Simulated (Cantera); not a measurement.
A closed system holds: 1 mol Al2O3, 1.1 mol H2O, equilibrated at 9.20 bar.

These are equilibrium values from Cantera (NASA tables, ideal gas, pure condensed phases), not measurements of a reactor. Candidate condensed phases: Al, Al2O3, H2O; 19 gas species. Gases not in the tables: Al(OH)3. Rates play no part.

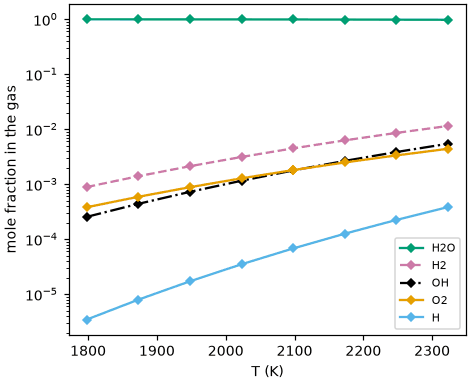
Equilibrium gas composition (values under 1e-9 drawn at 1e-9)

From 1798 K to 2323 K the condensed part is Al2O3(s).
